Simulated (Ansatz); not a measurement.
AlTaH3Cl4OF: geometry relaxation (part 1 of 2)

AlTaH3Cl4OF, computed with RKS PBE/def2-SVP (Ansatz 0.2.0).

The run did not end well. It belongs to a series of runs on one base structure; here: end point B relaxed.

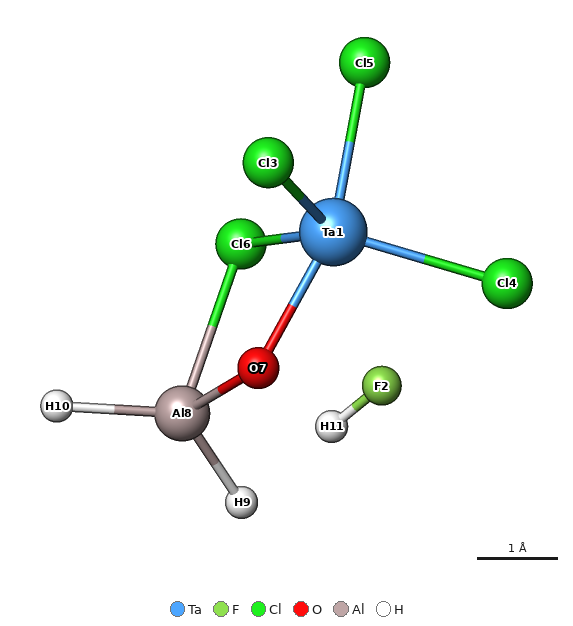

Figure 1. The starting structure (ball-and-stick view, seen at a tilt; atoms are numbered from 1 in the order of the input). Sticks mark near contacts.

## Input file
```yaml
crystal:
  periodic: [false, false, false]
  atoms:
    - { symbol: Ta, position_ang: [-0.257318, -0.240428, 0.182783] }
    - { symbol: F, position_ang: [2.850602, -0.169319, 0.551794] }
    - { symbol: Cl, position_ang: [0.295979, 1.078137, 1.970453] }
    - { symbol: Cl, position_ang: [0.787084, 0.198272, -1.796409] }
    - { symbol: Cl, position_ang: [-2.159808, 1.043998, -0.281769] }
    - { symbol: Cl, position_ang: [-2.060864, -2.01331, 0.05576] }
    - { symbol: O, position_ang: [0.636869, -1.873071, 0.775915] }
    - { symbol: Al, position_ang: [-0.279965, -3.459069, 0.801968] }
    - { symbol: H, position_ang: [0.075867, -4.416733, -0.420021] }
    - { symbol: H, position_ang: [-0.666887, -3.961072, 2.260906] }
    - { symbol: H, position_ang: [2.684341, -1.055904, 0.79392] }
basis:
  gaussian: { orbitals: def2-SVP }
hamiltonian:
  xc: pbe
relax:
  f_tol: 0.03
  max_steps: 50
output:
  orbitals: {}
```

Hardware: 4 threads of Arm Neoverse V1, 24 GiB of memory available, shared host.

Command:
```bash
ansatz run input.yaml --threads 4 --pin off --max-ram 5120MiB --backend cpu --events-out ev --progress --plain --runs-dir out
```

## Log
```
The last accepted step is kept in [file] (removed where the run ends without a failure and the disk answers)
Engine: ansatz 0.2.0, aarch64-unknown-linux-gnu
Functional definition: PBE
  parameter kappa = 0.804
  parameter beta = 0.06672455060314922
  exchange = pbe_x(kappa = kappa, mu = beta*pi^2/3)
  correlation = pbe_c(beta = beta)
1742 factors; their error is unknown
mean field evaluation 1: about -63001.5951 eV, gradient 7.3e1 eV
mean field evaluation 2: about -62629.7527 eV, gradient 3.1e2 eV
mean field evaluation 4: about -63007.9988 eV, gradient 4.2e1 eV
mean field evaluation 8: about -63012.1455 eV, gradient 4.8e-1 eV
mean field evaluation 16: about -63012.0505 eV, gradient 3.0e-3 eV
mean field -63012.05048751 eV, -2315.6501443140 hartree, gradient 3.7e-5 eV, S^2 0.000000; 0 other end points of the search recorded, 0 dependent functions left out
the calculation of the forces begins
reference -63012.05055522 eV, -2315.6501468026 hartree; 57, 57 occupied and 108, 108 virtual orbitals, 1742 factors
relax step   1: F+E_penalty+E_count = -63012.05048751 eV  Δ(F+E_penalty+E_count) = +0.000e0 eV  max|allowed force component| = 1.768e0 eV/Å  Δτ_max = 0.0000 Å  (35 SCF iters, accepted)
these checks for a lower state are left out or cut short: starts, cluster_reference, orbital_swaps, neighbouring_geometries, increment
1742 factors; their error is unknown
mean field -63012.16358823 eV, -2315.6543006889 hartree, gradient 2.0e-5 eV, S^2 0.000000; 0 other end points of the search recorded, 0 dependent functions left out
[... from here on the field's lines of each further geometry are left out, up to the last ...]
relax step   2: F+E_penalty+E_count = -63012.16358823 eV  Δ(F+E_penalty+E_count) = -1.131e-1 eV  max|allowed force component| = 7.828e-1 eV/Å  Δτ_max = 0.1950 Å  (39 SCF iters, accepted)
relax step   3: F+E_penalty+E_count = -63012.19947997 eV  Δ(F+E_penalty+E_count) = -3.589e-2 eV  max|allowed force component| = 4.724e-1 eV/Å  Δτ_max = 0.1948 Å  (33 SCF iters, accepted)
relax step   4: F+E_penalty+E_count = -63012.21094254 eV  Δ(F+E_penalty+E_count) = -1.146e-2 eV  max|allowed force component| = 3.043e-1 eV/Å  Δτ_max = 0.0707 Å  (33 SCF iters, accepted)
relax step   5: F+E_penalty+E_count = -63012.21615554 eV  Δ(F+E_penalty+E_count) = -5.213e-3 eV  max|allowed force component| = 1.737e-1 eV/Å  Δτ_max = 0.0356 Å  (34 SCF iters, accepted)
relax step   6: F+E_penalty+E_count = -63012.22195722 eV  Δ(F+E_penalty+E_count) = -5.802e-3 eV  max|allowed force component| = 1.297e-1 eV/Å  Δτ_max = 0.0859 Å  (35 SCF iters, accepted)
relax step   7: F+E_penalty+E_count = -63012.22545060 eV  Δ(F+E_penalty+E_count) = -3.493e-3 eV  max|allowed force component| = 1.376e-1 eV/Å  Δτ_max = 0.1010 Å  (34 SCF iters, accepted)
relax step   8: F+E_penalty+E_count = -63012.22842053 eV  Δ(F+E_penalty+E_count) = -2.970e-3 eV  max|allowed force component| = 2.644e-1 eV/Å  Δτ_max = 0.1164 Å  (34 SCF iters, accepted)
relax step   9: F+E_penalty+E_count = -63012.23167842 eV  Δ(F+E_penalty+E_count) = -3.258e-3 eV  max|allowed force component| = 4.282e-2 eV/Å  Δτ_max = 0.0365 Å  (33 SCF iters, accepted)
relax step  10: F+E_penalty+E_count = -63012.23701762 eV  Δ(F+E_penalty+E_count) = -5.339e-3 eV  max|allowed force component| = 8.176e-2 eV/Å  Δτ_max = 0.0816 Å  (33 SCF iters, accepted)
relax step  11: F+E_penalty+E_count = -63012.24129547 eV  Δ(F+E_penalty+E_count) = -4.278e-3 eV  max|allowed force component| = 9.047e-2 eV/Å  Δτ_max = 0.0493 Å  (33 SCF iters, accepted)
relax step  12: F+E_penalty+E_count = -63012.25941071 eV  Δ(F+E_penalty+E_count) = -1.812e-2 eV  max|allowed force component| = 4.178e-1 eV/Å  Δτ_max = 0.1951 Å  (38 SCF iters, accepted)
relax step  13: F+E_penalty+E_count = -63012.29137674 eV  Δ(F+E_penalty+E_count) = -3.197e-2 eV  max|allowed force component| = 6.310e-1 eV/Å  Δτ_max = 0.1993 Å  (39 SCF iters, accepted)
relax step  14: F+E_penalty+E_count = -63012.34769981 eV  Δ(F+E_penalty+E_count) = -5.632e-2 eV  max|allowed force component| = 5.501e-1 eV/Å  Δτ_max = 0.1926 Å  (38 SCF iters, accepted)
relax step  15: F+E_penalty+E_count = -63012.40328411 eV  Δ(F+E_penalty+E_count) = -5.558e-2 eV  max|allowed force component| = 3.434e-1 eV/Å  Δτ_max = 0.1909 Å  (39 SCF iters, accepted)
relax step  16: F+E_penalty+E_count = -63012.45827532 eV  Δ(F+E_penalty+E_count) = -5.499e-2 eV  max|allowed force component| = 2.414e-1 eV/Å  Δτ_max = 0.1525 Å  (38 SCF iters, accepted)
relax step  17: F+E_penalty+E_count = -63012.48060276 eV  Δ(F+E_penalty+E_count) = -2.233e-2 eV  max|allowed force component| = 8.351e-1 eV/Å  Δτ_max = 0.1951 Å  (38 SCF iters, accepted)
relax step  18: F+E_penalty+E_count = -63012.50523983 eV  Δ(F+E_penalty+E_count) = -2.464e-2 eV  max|allowed force component| = 5.019e-1 eV/Å  Δτ_max = 0.0830 Å  (39 SCF iters, accepted)
relax step  19: F+E_penalty+E_count = -63012.48419716 eV  Δ(F+E_penalty+E_count) = +2.104e-2 eV  max|allowed force component| = 7.663e-1 eV/Å  Δτ_max = 0.1305 Å  (38 SCF iters, rejected (line search))
relax step  20: F+E_penalty+E_count = -63012.52806393 eV  Δ(F+E_penalty+E_count) = -2.282e-2 eV  max|allowed force component| = 2.572e-1 eV/Å  Δτ_max = 0.0651 Å  (35 SCF iters, accepted)
relax step  21: F+E_penalty+E_count = -63012.54809563 eV  Δ(F+E_penalty+E_count) = -2.003e-2 eV  max|allowed force component| = 1.807e-1 eV/Å  Δτ_max = 0.0963 Å  (34 SCF iters, accepted)
relax step  22: F+E_penalty+E_count = -63012.57709631 eV  Δ(F+E_penalty+E_count) = -2.900e-2 eV  max|allowed force component| = 3.618e-1 eV/Å  Δτ_max = 0.1462 Å  (39 SCF iters, accepted)
relax step  23: F+E_penalty+E_count = -63012.57751903 eV  Δ(F+E_penalty+E_count) = -4.227e-4 eV  max|allowed force component| = 6.826e-1 eV/Å  Δτ_max = 0.1977 Å  (38 SCF iters, accepted)
relax step  24: F+E_penalty+E_count = -63012.60245036 eV  Δ(F+E_penalty+E_count) = -2.493e-2 eV  max|allowed force component| = 1.872e-1 eV/Å  Δτ_max = 0.0716 Å  (34 SCF iters, accepted)
relax step  25: F+E_penalty+E_count = -63012.60644599 eV  Δ(F+E_penalty+E_count) = -3.996e-3 eV  max|allowed force component| = 1.600e-1 eV/Å  Δτ_max = 0.0278 Å  (33 SCF iters, accepted)
relax step  26: F+E_penalty+E_count = -63012.61070504 eV  Δ(F+E_penalty+E_count) = -4.259e-3 eV  max|allowed force component| = 1.622e-1 eV/Å  Δτ_max = 0.1951 Å  (37 SCF iters, accepted)
relax step  27: F+E_penalty+E_count = -63012.61308044 eV  Δ(F+E_penalty+E_count) = -2.375e-3 eV  max|allowed force component| = 4.366e-1 eV/Å  Δτ_max = 0.0880 Å  (33 SCF iters, accepted)
relax step  28: F+E_penalty+E_count = -63012.58850519 eV  Δ(F+E_penalty+E_count) = +2.458e-2 eV  max|allowed force component| = 4.571e-1 eV/Å  Δτ_max = 0.0969 Å  (40 SCF iters, rejected (line search))
relax step  29: F+E_penalty+E_count = -63012.62263202 eV  Δ(F+E_penalty+E_count) = -9.552e-3 eV  max|allowed force component| = 6.796e-2 eV/Å  Δτ_max = 0.0465 Å  (34 SCF iters, accepted)
relax step  30: F+E_penalty+E_count = -63012.62375949 eV  Δ(F+E_penalty+E_count) = -1.127e-3 eV  max|allowed force component| = 8.153e-2 eV/Å  Δτ_max = 0.0181 Å  (34 SCF iters, accepted)
relax step  31: F+E_penalty+E_count = -63012.62552562 eV  Δ(F+E_penalty+E_count) = -1.766e-3 eV  max|allowed force component| = 7.149e-2 eV/Å  Δτ_max = 0.0381 Å  (34 SCF iters, accepted)
relax step  32: F+E_penalty+E_count = -63012.61710394 eV  Δ(F+E_penalty+E_count) = +8.422e-3 eV  max|allowed force component| = 9.630e-1 eV/Å  Δτ_max = 0.1952 Å  (38 SCF iters, rejected (line search))
relax step  33: F+E_penalty+E_count = -63012.62436636 eV  Δ(F+E_penalty+E_count) = +1.159e-3 eV  max|allowed force component| = 2.691e-1 eV/Å  Δτ_max = 0.0618 Å  (33 SCF iters, rejected (line search))
relax step  34: F+E_penalty+E_count = -63012.62830194 eV  Δ(F+E_penalty+E_count) = -2.776e-3 eV  max|allowed force component| = 8.254e-2 eV/Å  Δτ_max = 0.0301 Å  (34 SCF iters, accepted)
relax step  35: F+E_penalty+E_count = -63012.63622914 eV  Δ(F+E_penalty+E_count) = -7.927e-3 eV  max|allowed force component| = 3.150e-1 eV/Å  Δτ_max = 0.0982 Å  (33 SCF iters, accepted)
relax step  36: F+E_penalty+E_count = -63012.65002035 eV  Δ(F+E_penalty+E_count) = -1.379e-2 eV  max|allowed force component| = 7.921e-1 eV/Å  Δτ_max = 0.1426 Å  (40 SCF iters, accepted)
relax step  37: F+E_penalty+E_count = -63012.70321775 eV  Δ(F+E_penalty+E_count) = -5.320e-2 eV  max|allowed force component| = 1.027e0 eV/Å  Δτ_max = 0.1965 Å  (38 SCF iters, accepted)
relax step  38: F+E_penalty+E_count = -63012.81033306 eV  Δ(F+E_penalty+E_count) = -1.071e-1 eV  max|allowed force component| = 3.034e-1 eV/Å  Δτ_max = 0.1951 Å  (40 SCF iters, accepted)
relax step  39: F+E_penalty+E_count = -63012.86952700 eV  Δ(F+E_penalty+E_count) = -5.919e-2 eV  max|allowed force component| = 9.925e-1 eV/Å  Δτ_max = 0.1941 Å  (41 SCF iters, accepted)
relax step  40: F+E_penalty+E_count = -63012.92670607 eV  Δ(F+E_penalty+E_count) = -5.718e-2 eV  max|allowed force component| = 7.530e-1 eV/Å  Δτ_max = 0.1931 Å  (41 SCF iters, accepted)
relax step  41: F+E_penalty+E_count = -63012.95029212 eV  Δ(F+E_penalty+E_count) = -2.359e-2 eV  max|allowed force component| = 4.263e-1 eV/Å  Δτ_max = 0.1140 Å  (41 SCF iters, accepted)
relax step  42: F+E_penalty+E_count = -63012.98902119 eV  Δ(F+E_penalty+E_count) = -3.873e-2 eV  max|allowed force component| = 2.943e-1 eV/Å  Δτ_max = 0.1039 Å  (35 SCF iters, accepted)
relax step  43: F+E_penalty+E_count = -63013.01794636 eV  Δ(F+E_penalty+E_count) = -2.893e-2 eV  max|allowed force component| = 3.698e-1 eV/Å  Δτ_max = 0.0595 Å  (35 SCF iters, accepted)
relax step  44: F+E_penalty+E_count = -63013.10065850 eV  Δ(F+E_penalty+E_count) = -8.271e-2 eV  max|allowed force component| = 1.085e0 eV/Å  Δτ_max = 0.1951 Å  (39 SCF iters, accepted)
relax step  45: F+E_penalty+E_count = -63013.24652824 eV  Δ(F+E_penalty+E_count) = -1.459e-1 eV  max|allowed force component| = 1.846e0 eV/Å  Δτ_max = 0.1790 Å  (38 SCF iters, accepted)
relax step  46: F+E_penalty+E_count = -63013.45352876 eV  Δ(F+E_penalty+E_count) = -2.070e-1 eV  max|allowed force component| = 4.736e-1 eV/Å  Δτ_max = 0.1950 Å  (38 SCF iters, accepted)
relax step  47: F+E_penalty+E_count = -63013.45245074 eV  Δ(F+E_penalty+E_count) = +1.078e-3 eV  max|allowed force component| = 1.082e0 eV/Å  Δτ_max = 0.1909 Å  (38 SCF iters, rejected (line search))
relax step  48: F+E_penalty+E_count = -63013.52531386 eV  Δ(F+E_penalty+E_count) = -7.179e-2 eV  max|allowed force component| = 4.285e-1 eV/Å  Δτ_max = 0.0931 Å  (34 SCF iters, accepted)
the calculation of the forces begins
reference -63013.57041004 eV, -2315.7060004368 hartree; 57, 57 occupied and 108, 108 virtual orbitals, 1742 factors
relax step  49: F+E_penalty+E_count = -63013.57034298 eV  Δ(F+E_penalty+E_count) = -4.503e-2 eV  max|allowed force component| = 3.760e-1 eV/Å  Δτ_max = 0.1000 Å  (33 SCF iters, accepted)
these checks for a lower state are left out or cut short: starts, cluster_reference, orbital_swaps, neighbouring_geometries, increment
1742 factors; their error is unknown
mean field evaluation 384: about -63013.5775 eV, gradient 2.7e1 eV
mean field -63013.62394856 eV, -2315.7079679413 hartree, gradient 8.3e-6 eV, S^2 0.000000; 0 other end points of the search recorded, 0 dependent functions left out
the calculation of the forces begins
reference -63013.62401573 eV, -2315.7079704096 hartree; 57, 57 occupied and 108, 108 virtual orbitals, 1742 factors
relax step  50: F+E_penalty+E_count = -63013.62394856 eV  Δ(F+E_penalty+E_count) = -5.361e-2 eV  max|allowed force component| = 2.305e-1 eV/Å  Δτ_max = 0.1463 Å  (38 SCF iters, accepted)
```

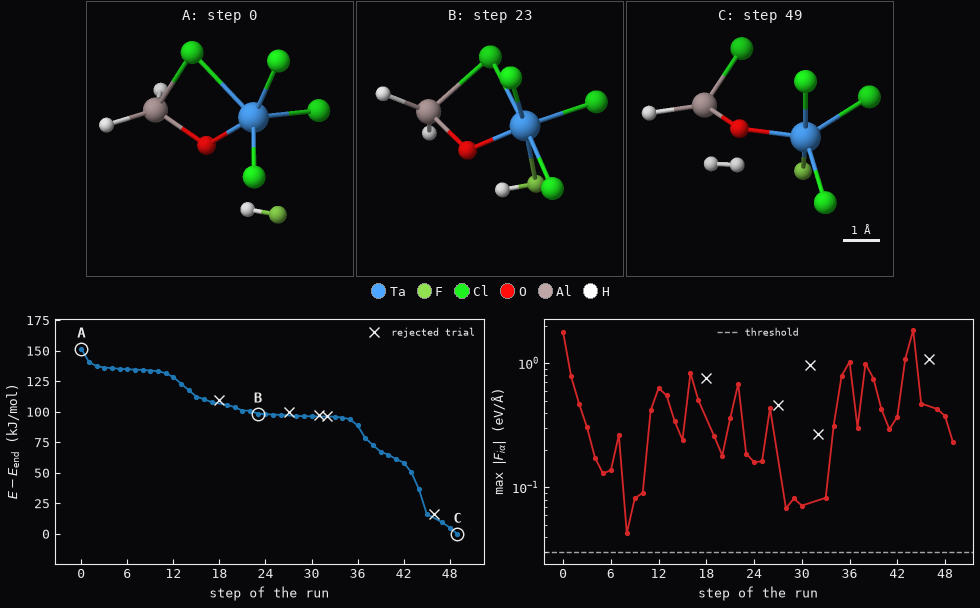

Figure 2. Frames of the relaxation (ball-and-stick view, seen at a tilt) above the curves, on which the letters mark them (the first geometry is step 0 here and step 1 in the log).

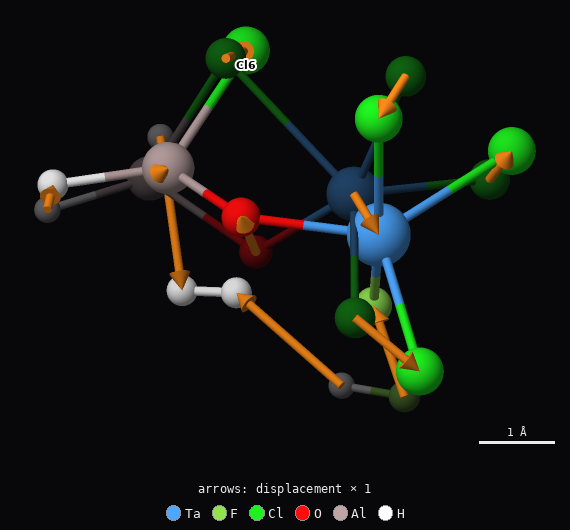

Figure 3. Start (faint) and end (solid) with the displacements as orange arrows, at true length (ball-and-stick view, seen at a tilt). The two geometries are laid on each other by the best rigid fit. The relaxation stopped without meeting its thresholds, so the last structure isn't shown to be converged. The energy falls by 151.8 kJ/mol in 49 geometry steps. Largest force component: 1.8 eV/Å at the start, 0.23 eV/Å at the end. The line search rejected the trial steps at points 18, 27, 31, 32, 46 (counted from 0) and went back. The largest move after the best rigid fit is that of H9, 2.16 Å. Largest moves by element: H 2.16 Å, Cl 1.99 Å, F 1.31 Å, O 1.30 Å, Ta 0.68 Å, Al 0.52 Å. Distances before and after: H9–H11 4.424 → 0.783 Å, Ta1–Cl6 2.532 → 3.931 Å, Ta1–F2 3.131 → 1.936 Å, F2–H11 0.934 → 2.078 Å. New bonds form: H9–H11 (4.42 → 0.78 Å), Ta1–F2 (3.13 → 1.94 Å). Bonds break: Al8–H9 (1.59 → 2.16 Å), F2–H11 (0.93 → 2.08 Å), Ta1–Cl6 (2.53 → 3.93 Å). Among the angles that change: Cl5–Ta1–O7 152.9° → 89.9°, Cl4–Ta1–O7 102.4° → 130.8°, Cl6–Al8–O7 81.2° → 109.4°. (Atoms are counted from 1 in the order of the input.)
